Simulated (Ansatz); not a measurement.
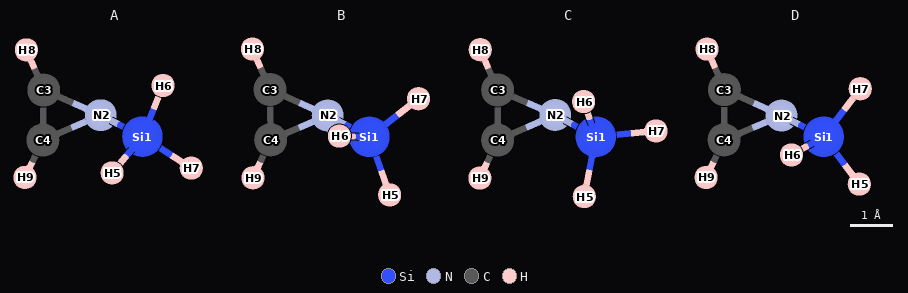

4 geometries from a converged minimum-energy path of C$_{2}$H$_{5}$NSi, shuffled. A ball-and-stick model, seen at a tilt.

Method: RKS B3LYP/def2-SVP (Ansatz 0.2.0). Run with 5 movable images; climbing image; force threshold 0.05 eV/Å; iteration limit 56; starting path through a guess of the saddle point.

### One of them is the converged climbing image. Which?

C. In order along the path, whose images run from 0 to 6: A (image 1, +0.015 eV), C (image 3, +0.065 eV), B (image 5, +0.015 eV), D (image 6, 0.000 eV). The motion is a rotation about the Si1–N2 bond by about 120°. No bond forms or breaks between the ends. Bond angles that change up to the highest image, for instance: Si1–N2–C3 122.1° → 118.6°, N2–Si1–H6 107.8° → 111.2°.

The run took 10 min on 1 thread of AMD EPYC (Zen 3), with other jobs on the host, peak memory 0.17 GiB.
